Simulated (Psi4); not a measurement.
**C2H4GaN: excited-state calculation**

- system: C2H4GaN, SMILES N=C=[CH][GaH2]
- method: TDDFT (PBE)/def2-SVP, RKS (Psi4 1.11)

The geometry comes from this level: PBE0-D4/def2-TZVP.

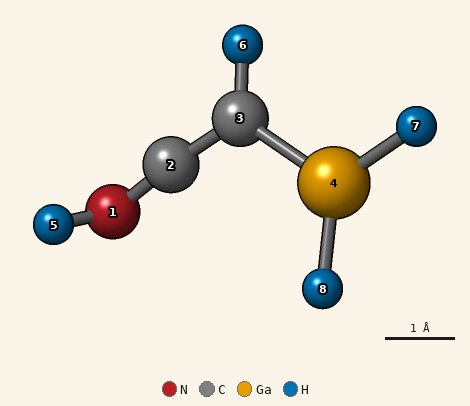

Fig. 1: The input geometry (ball-and-stick view, seen at an oblique angle; atoms are numbered from 1 in the order of the input). Sticks mark near contacts. Bond lengths as drawn: C–C 1.31 Å, C–Ga 1.93 Å, C–H 1.08 Å, C–N 1.21 Å, Ga–H 1.56 Å and H–N 1.01 Å.

## Input (c2h4gan.dat)
```python
memory 1600 mb

molecule mol {
  N      0.336900     2.061700    -0.854600
  C      0.365600     1.114900    -0.096000
  C      0.472300     0.025700     0.622800
  Ga    -0.381300    -1.593600     0.007200
  H     -0.411400     2.740600    -0.770200
  H      1.040500     0.073900     1.545200
  H     -0.231900    -2.886400     0.876300
  H     -1.190600    -1.536800    -1.330700
  units angstrom
  symmetry c1
}

set basis def2-SVP
set puream true
set scf_type pk
set dft_radial_points 99
set dft_spherical_points 590
set save_jk true

from psi4.driver.procrouting.response.scf_response import tdscf_excitations
E, wfn = energy("pbe", return_wfn=True)
states = tdscf_excitations(wfn, states=4, tda=False)
print_variables()
```

Machine: 1 thread of AMD EPYC (Zen 5), 16 GiB of memory available, shared host.

Launched with:
```bash
psi4 c2h4gan.dat c2h4gan.out -n 1
```

## Log
```
Psi4 1.11 release

   => Loading Basis Set <=

    Name: DEF2-SVP
    Role: ORBITAL
    Keyword: BASIS

         ---------------------------------------------------------
                                   SCF
                              RKS Reference
                        1 Threads,   1525 MiB Core
         ---------------------------------------------------------

  ==> Geometry <==

    Molecular point group: c1
    Full point group: C1

    Geometry (in Angstrom), charge = 0, multiplicity = 1:

       Center              X                  Y                   Z               Mass
    ------------   -----------------  -----------------  -----------------  -----------------
         N            0.447827358804     2.682678522914    -0.811106340237    14.003074004430
         C            0.476527358804     1.735878522914    -0.052506340237    12.000000000000
         C            0.583227358804     0.646678522914     0.666293659763    12.000000000000
         GA          -0.270372641196    -0.972621477086     0.050693659763    68.925573500000
         H           -0.300472641196     3.361578522914    -0.726706340237     1.007825032230
         H            1.151427358804     0.694878522914     1.588693659763     1.007825032230
         H           -0.120972641196    -2.265421477086     0.919793659763     1.007825032230
         H           -1.079672641196    -0.915821477086    -1.287206340237     1.007825032230

  Running in c1 symmetry.

  Rotational constants: A =      0.77723  B =      0.06976  C =      0.06434 [cm^-1]
  Rotational constants: A =  23300.87935  B =   2091.27783  C =   1929.00931 [MHz]
  Nuclear repulsion =  206.759086002099480

  Charge       = 0
  Multiplicity = 1
  Electrons    = 54
  Nalpha       = 27
  Nbeta        = 27

  ==> Algorithm <==

  SCF Algorithm Type is PK.
  DIIS enabled.
  MOM disabled.
  Fractional occupation disabled.
  Guess Type is SAD.
  Energy threshold   = 1.00e-06
  Density threshold  = 1.00e-06
  Integral threshold = 1.00e-12

  ==> Primary Basis <==

  Basis Set: DEF2-SVP
    Blend: DEF2-SVP
    Number of shells: 42
    Number of basis functions: 94
    Number of Cartesian functions: 100
    Spherical Harmonics?: true
    Max angular momentum: 2

  ==> DFT Potential <==

   => LibXC <=

    Version 7.1.2

   => Composite Functional: PBE <=

    PBE GGA Exchange-Correlation Functional

    Deriv               =              1
    GGA                 =           TRUE
    Meta                =          FALSE

    Exchange Hybrid     =          FALSE
    MP2 Hybrid          =          FALSE

   => Exchange Functionals <=

    1.0000     XC_GGA_X_PBE

   => Correlation Functionals <=

    1.0000     XC_GGA_C_PBE

   => LibXC Density Thresholds  <==

    XC_GGA_C_PBE:  1.00E-12
    XC_GGA_X_PBE:  1.00E-15

   => Molecular Quadrature <=

    Radial Scheme          =       TREUTLER
    Pruning Scheme         =           NONE
    Nuclear Scheme         =       TREUTLER

    Blocking Scheme        =         OCTREE
    BS radius alpha        =              1
    Pruning alpha          =              1
    Radial Points          =             99
    Spherical Points       =            590
    Total Points           =         445455
    Total Blocks           =           3172
    Max Points             =            256
    Max Functions          =             91
    Weights Tolerance      =       1.00E-15

  ==> Integral Setup <==

  Using in-core PK algorithm.
   Calculation information:
      Number of atoms:                   8
      Number of AO shells:              42
      Number of primitives:             86
      Number of atomic orbitals:       100
      Number of basis functions:        94

      Integral cutoff                 1.00e-12
      Number of threads:                 1

  Performing in-core PK
  Using 19940690 doubles for integral storage.
  We computed 352869 shell quartets total.
  Whereas there are 408156 unique shell quartets.

  ==> DiskJK: Disk-Based J/K Matrices <==

    J tasked:                  Yes
    K tasked:                   No
    wK tasked:                  No
    Memory [MiB]:              595
    Schwarz Cutoff:          1E-12

  Cached 50.0% of DFT collocation blocks in 0.438 [GiB].

  Minimum eigenvalue in the overlap matrix is 7.6735538268E-04.
  Reciprocal condition number of the overlap matrix is 1.5470862985E-04.
    Using symmetric orthogonalization.

  ==> Pre-Iterations <==

  SCF Guess: Superposition of Atomic Densities via on-the-fly atomic UHF (no occupation information).

   -------------------------
    Irrep   Nso     Nmo
   -------------------------
     A         94      94
   -------------------------
    Total      94      94
   -------------------------

  ==> Iterations <==

                        Total Energy        Delta E     RMS |[F,P]|

   @RKS iter SAD: -2054.03818054470366   -2.05404e+03   0.00000e+00
   @RKS iter   1: -2055.26070164866951   -1.22252e+00   2.82147e-02 DIIS/ADIIS
   @RKS iter   2: -2002.06674709326694    5.31940e+01   8.39889e-02 DIIS/ADIIS
   @RKS iter   3: -2055.38481480880273   -5.33181e+01   2.75222e-02 DIIS/ADIIS
   @RKS iter   4: -2056.17002859586137   -7.85214e-01   1.36700e-02 DIIS/ADIIS
   @RKS iter   5: -2057.30515551534245   -1.13513e+00   3.50261e-03 DIIS/ADIIS
   @RKS iter   6: -2057.29225815860991    1.28974e-02   3.75988e-03 DIIS/ADIIS
   @RKS iter   7: -2057.35751254113165   -6.52544e-02   8.38956e-04 DIIS/ADIIS
   @RKS iter   8: -2057.36057243672349   -3.05990e-03   4.50522e-04 DIIS/ADIIS
   @RKS iter   9: -2057.36149078548306   -9.18349e-04   8.91192e-05 DIIS
   @RKS iter  10: -2057.36152517217488   -3.43867e-05   1.38983e-05 DIIS
   @RKS iter  11: -2057.36152624860551   -1.07643e-06   3.97278e-06 DIIS
   @RKS iter  12: -2057.36152635946746   -1.10862e-07   3.67879e-07 DIIS
  Energy and wave function converged.

  ==> Post-Iterations <==

   Electrons on quadrature grid:
      Ntotal   =   53.9999998567 ; deviation = -1.433e-07

    Orbital Energies [Eh]
    ---------------------

    Doubly Occupied:

       1A   -370.896472     2A    -45.316880     3A    -40.174561
       4A    -40.170684     5A    -40.170514     6A    -14.013778
       7A     -9.967529     8A     -9.894370     9A     -5.263351
      10A     -3.598129    11A     -3.587041    12A     -3.586412
      13A     -0.850873    14A     -0.732927    15A     -0.725824
      16A     -0.724924    17A     -0.724886    18A     -0.721810
      19A     -0.667314    20A     -0.518760    21A     -0.428605
      22A     -0.413032    23A     -0.343793    24A     -0.331775
      25A     -0.263116    26A     -0.260168    27A     -0.216022

    Virtual:

      28A     -0.079859    29A     -0.036197    30A      0.010148
      31A      0.025085    32A      0.044065    33A      0.066607
      34A      0.090927    35A      0.106859    36A      0.122380
      37A      0.200893    38A      0.240807    39A      0.253919
      40A      0.287888    41A      0.313105    42A      0.341547
      43A      0.381411    44A      0.434741    45A      0.444491
      46A      0.474708    47A      0.487225    48A      0.520165
      49A      0.535798    50A      0.568506    51A      0.579481
      52A      0.594410    53A      0.629784    54A      0.700173
      55A      0.719169    56A      0.754812    57A      0.810147
      58A      0.840589    59A      0.846025    60A      0.895710
      61A      0.962976    62A      1.100871    63A      1.279378
      64A      1.315612    65A      1.417738    66A      1.477089
      67A      1.520270    68A      1.529060    69A      1.546890
      70A      1.558707    71A      1.597625    72A      1.607970
      73A      1.617667    74A      1.695498    75A      1.807035
      76A      1.877221    77A      1.925935    78A      1.964457
      79A      1.967702    80A      2.003553    81A      2.025081
      82A      2.095776    83A      2.179568    84A      2.217412
      85A      2.269746    86A      2.371827    87A      2.417774
      88A      2.457154    89A      2.685158    90A      2.714565
      91A      2.866035    92A      3.065700    93A      3.280060
      94A      3.375355

    Final Occupation by Irrep:
              A
    DOCC [    27 ]
    NA   [    27 ]
    NB   [    27 ]

  @RKS Final Energy: -2057.36152635946746

   => Energetics <=

    Nuclear Repulsion Energy =            206.7590860020994796
    One-Electron Energy =               -3273.2607114545371587
    Two-Electron Energy =                1102.8641072719283329
    DFT Exchange-Correlation Energy =     -93.7240081789580870
    Empirical Dispersion Energy =           0.0000000000000000
    VV10 Nonlocal Energy =                  0.0000000000000000
    Total Energy =                      -2057.3615263594674616

Computation Completed

Properties will be evaluated at   0.000000,   0.000000,   0.000000 [a0]

Properties computed using the SCF density matrix

 Multipole Moments:

 ------------------------------------------------------------------------------------
     Multipole            Electronic (a.u.)      Nuclear  (a.u.)        Total (a.u.)
 ------------------------------------------------------------------------------------

 L = 1.  Multiply by 2.5417464519 to convert [e a0] to [Debye]
 Dipole X            :         -1.7453165            1.4401175           -0.3051990
 Dipole Y            :         -6.7143715            7.1772559            0.4628844
 Dipole Z            :          0.1736247            0.1342795            0.3079041
 Magnitude           :                                                    0.6342029

 ------------------------------------------------------------------------------------

	total time  =          9 seconds =       0.15 minutes

******************************************************************************************
**********                               WARNING                                **********
**********       The names of excited state variables changed between 1.5       **********
**********     and 1.6. For a quick solution, remove the symmetry specifier     **********
**********   from the variable name. For full details, see 'Notes on Psivars'   **********
**********                        in the documentation.                         **********
******************************************************************************************

         ---------------------------------------------------------
                         TDSCF excitation energies
         ---------------------------------------------------------

  ==> Options <==

     Residual threshold  : 1.0000e-04
     Initial guess       : denominators
     Reference           : RHF
     Solver type         : RPA (Hamiltonian)

  ==> Requested Excitations <==

      4 singlet states with A symmetry

  ==> Seeking the lowest 4 singlet states with A symmetry

                        Generalized Hamiltonian Solver

  ==> Options <==

    Max number of iterations        = 60
    Eigenvector tolerance           = 1.0000e-04
    Max number of expansion vectors = 800

  => Iterations <=
                              Max[D[value]]     Max[|R|]   # vectors
  HamiltonianSolver iter   1:   1.89503e-01  1.32316e-01     16
  HamiltonianSolver iter   2:   6.38860e-03  5.34247e-02     20
  HamiltonianSolver iter   3:   6.47441e-04  1.98191e-02     28
  HamiltonianSolver iter   4:   7.13948e-05  4.97692e-03     36
  HamiltonianSolver iter   5:   3.27391e-06  1.16517e-03     44
  HamiltonianSolver iter   6:   1.66257e-07  2.77721e-04     52
  HamiltonianSolver iter   7:   8.06674e-09  1.04595e-04     60
  HamiltonianSolver iter   8:   6.40361e-10  6.37690e-05     62      Converged

******************************************************************************************
**********                               WARNING                                **********
**********  Length-gauge rotatory strengths are **NOT** gauge-origin invariant  **********
******************************************************************************************

                                    Excitation Energy         Total Energy        Oscillator Strength             Rotatory Strength
     #   Sym: GS->ES (Trans)        au              eV              au          au (length)    au (velocity)    au (length)    au (velocity)
    ---- -------------------- --------------- --------------- --------------- --------------- --------------- --------------- ---------------
     1        A->A (1 A)       0.15750         4.28567        -2057.20403      0.1206          0.1061          0.0033          0.0051
     2        A->A (1 A)       0.18266         4.97040        -2057.17887      0.0047          0.0034          0.0211          0.0284
     3        A->A (1 A)       0.18679         5.08274        -2057.17474      0.0012          0.0024         -0.0151         -0.0245
     4        A->A (1 A)       0.18845         5.12806        -2057.17307      0.0001          0.0001          0.0015          0.0078

Contributing excitations and de-excitations
Only contributions with abs(coeff) > 1.00e-01 will be printed:

Excited State    1 (1 A):   0.15750 au   289.30 nm f = 0.1206
  Sums of squares: Xssq =  1.008820e+00; Yssq =  8.819843e-03; Xssq - Yssq =  1.000000e+00
     26a  ->  29a     0.216868 ( 4.703%)
     27a  ->  28a    -0.970647 (94.216%)

Excited State    2 (1 A):   0.18266 au   249.45 nm f = 0.0047
  Sums of squares: Xssq =  1.000241e+00; Yssq =  2.412425e-04; Xssq - Yssq =  1.000000e+00
     25a  ->  28a    -0.120964 ( 1.463%)
     26a  ->  28a     0.896864 (80.436%)
     27a  ->  29a    -0.423316 (17.920%)

Excited State    3 (1 A):   0.18679 au   243.93 nm f = 0.0012
  Sums of squares: Xssq =  1.000796e+00; Yssq =  7.955240e-04; Xssq - Yssq =  1.000000e+00
     25a  ->  28a     0.204435 ( 4.179%)
     26a  ->  28a     0.439396 (19.307%)
     27a  ->  29a     0.872902 (76.196%)

Excited State    4 (1 A):   0.18845 au   241.78 nm f = 0.0001
  Sums of squares: Xssq =  1.000504e+00; Yssq =  5.041935e-04; Xssq - Yssq =  1.000000e+00
     25a  ->  28a     0.970809 (94.247%)
     27a  ->  29a    -0.236423 ( 5.590%)

******************************************************************************************
**********                               WARNING                                **********
**********       The names of excited state variables changed between 1.5       **********
**********     and 1.6. For a quick solution, remove the symmetry specifier     **********
**********   from the variable name. For full details, see 'Notes on Psivars'   **********
**********                        in the documentation.                         **********
******************************************************************************************

  Variable Map:
  ----------------------------------------------------------------------------
  "CURRENT ENERGY"              =>   -2057.361526359467
  "CURRENT REFERENCE ENERGY"    =>   -2057.361526359467
  "DD SOLVATION ENERGY"         =>       0.000000000000
  "DFT FUNCTIONAL TOTAL ENERGY" =>   -2057.361526359467
  "DFT TOTAL ENERGY"            =>   -2057.361526359467
  "DFT VV10 ENERGY"             =>       0.000000000000
  "DFT XC ENERGY"               =>     -93.724008178958
  "GRID ELECTRONS ALPHA"        =>      26.999999928367
  "GRID ELECTRONS BETA"         =>      26.999999928367
  "GRID ELECTRONS TOTAL"        =>      53.999999856735
  "NUCLEAR REPULSION ENERGY"    =>     206.759086002099
  "ONE-ELECTRON ENERGY"         =>   -3273.260711454537
  "PCM POLARIZATION ENERGY"     =>       0.000000000000
  "PE ENERGY"                   =>       0.000000000000
  "SCF ITERATION ENERGY"        =>   -2057.361526359467
  "SCF ITERATIONS"              =>      12.000000000000
  "SCF TOTAL ENERGY"            =>   -2057.361526359467
  "TWO-ELECTRON ENERGY"         =>    1102.864107271928
  "XC GRID RADIAL POINTS"       =>      99.000000000000
  "XC GRID SPHERICAL POINTS"    =>     590.000000000000
  "XC GRID TOTAL POINTS"        =>  445455.000000000000

  Array Variable Map:
  ----------------------------------------------------------------------------
  "CURRENT DIPOLE"              =>      -0.305198993538 ... 0.307904106875 1 by 3
  "SCF DIPOLE"                  =>      -0.305198993538 ... 0.307904106875 1 by 3
  "SCF TOTAL ENERGIES"          =>   -2054.038180544704 ... -2057.361526359467 1 by 13

    Psi4 run time: 0:00:40.93
```

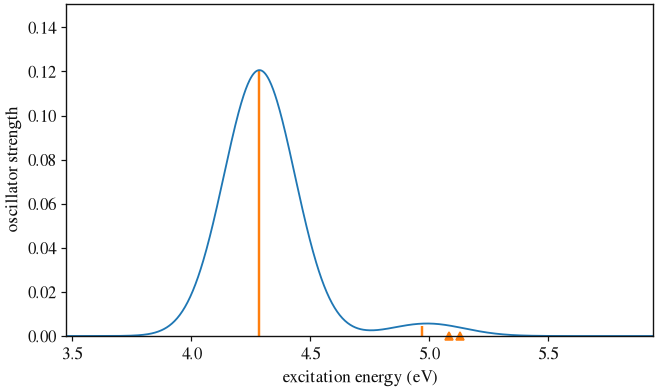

Fig. 2: Computed excitations as sticks (degenerate states added up, dark ones marked on the axis), with a Gaussian envelope of 0.35 eV full width at half maximum, scaled to the tallest. Of the 4 states the lowest lies at 4.29 eV (f = 0.121); the strongest line is at 4.29 eV, or 289 nm (f = 0.121).

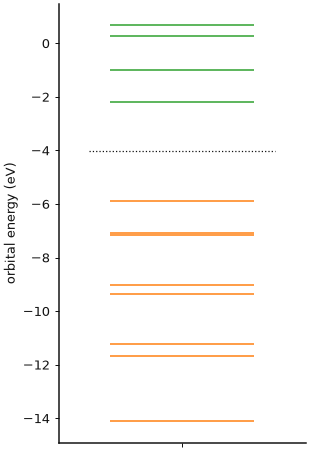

Fig. 3: Orbital energies near the frontier; the dotted line parts filled from empty levels, and levels within 0.02 eV of each other stand side by side. Highest filled −5.88 eV, lowest empty −2.17 eV, 3.71 eV apart.

## Summary

| quantity | value |
| --- | --- |
| outcome | converged |
| total energy | −2057.361526 hartree |
| basis functions | 94 |
| HOMO | −5.88 eV |
| LUMO | −2.17 eV |
| dipole moment | 1.61 D |
| lowest excitation | 4.29 eV |
| wall time | 42 s |
| peak memory | 0.85 GiB |
